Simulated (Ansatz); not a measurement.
## HfO2: single-point calculation

System: HfO2.
Method: RKS PBE0-D4/def2-QZVPP (Ansatz 0.2.0).

The geometry comes from this level: PBE0-D4/def2-TZVP.

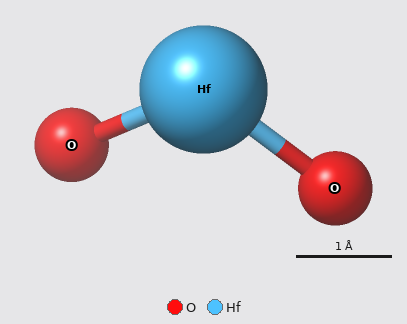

Fig. 1: The input geometry (ball-and-stick view, seen at an oblique angle). Sticks mark near contacts. Bond lengths as drawn: Hf–O 1.78 Å.

Summary

| quantity | value |
| --- | --- |
| outcome | converged |
| total energy | −5398.4824 eV |
| mean-field energy | −5398.4360 eV |
| dispersion energy | −0.0464 eV |
| SCF solution under orbital rotations | stable |
| HOMO | −6.77 eV |
| LUMO | −3.43 eV |
| hardware | 4 threads of Arm Neoverse V2, 23 GiB of memory available, shared host |
| wall time | 1.1 s (CPU time 3.8 s) |
| peak memory | 0.35 GiB |

Input file
```yaml
crystal:
  periodic: [false, false, false]
  atoms:
    - {symbol: O, position_ang: [0.656347, 1.263535, 0.388504]}
    - {symbol: Hf, position_ang: [0.353213, -0.486127, 0.356260]}
    - {symbol: O, position_ang: [-1.009560, -0.777408, -0.744764]}
basis:
  gaussian: {orbitals: "def2-QZVPP.json"}
hamiltonian: {xc: pbe0, dispersion: d4}
output: {orbitals: {seedname: orbitals}}
```

Launch command:
```bash
ansatz run in.yaml --threads 4 --pin off --events-out ev --progress --plain --max-ram 10444MiB
```

What the program printed
```
Functional definition: PBE0
  name "PBE0"
  cite "Adamo & Barone, J. Chem. Phys. 110, 6158 (1999) doi:10.1063/1.478522"
  cite "Perdew, Burke & Ernzerhof, Phys. Rev. Lett. 77, 3865 (1996) doi:10.1103/PhysRevLett.77.3865"
  parent pbe
  parameter a = 0.25
  parameter kappa = 0.804
  parameter beta = 0.06672455060314922
  exchange = (1 - a)*pbe_x(kappa = kappa, mu = beta*pi^2/3) + a*exact_x
  correlation = pbe_c(beta = beta)
825 factors; their error is unknown
mean field evaluation 1: about -5376.8260 eV, gradient 1.1e2 eV
mean field evaluation 2: about -5008.2375 eV, gradient 3.5e2 eV
mean field evaluation 4: about -5398.1205 eV, gradient 1.2e1 eV
mean field evaluation 8: about -5398.4226 eV, gradient 5.0e-2 eV
mean field evaluation 16: about -5398.4359 eV, gradient 3.6e-5 eV
mean field -5398.43594737 eV, -198.3888618746 hartree, gradient 3.6e-5 eV, S^2 0.000000; 0 other end points of the search recorded, 0 dependent functions left out
reference -5398.43597756 eV, -198.3888629839 hartree; 14, 14 occupied and 181, 181 virtual orbitals, 825 factors
Total energy: -5398.48238242 eV, -198.3905683312 hartree
```

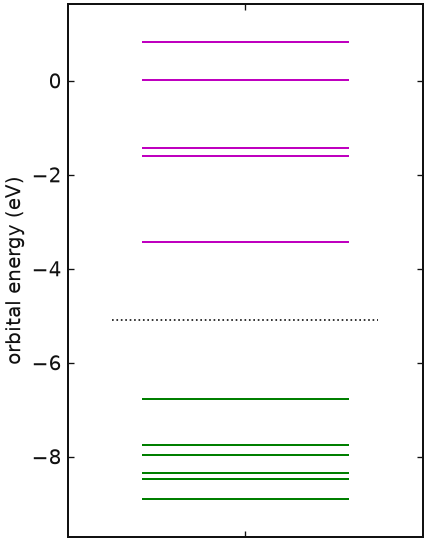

Fig. 2: Orbital energies near the frontier; the dotted line parts filled from empty levels, and levels within 0.02 eV of each other stand side by side. Highest filled −6.77 eV, lowest empty −3.43 eV, 3.34 eV apart.
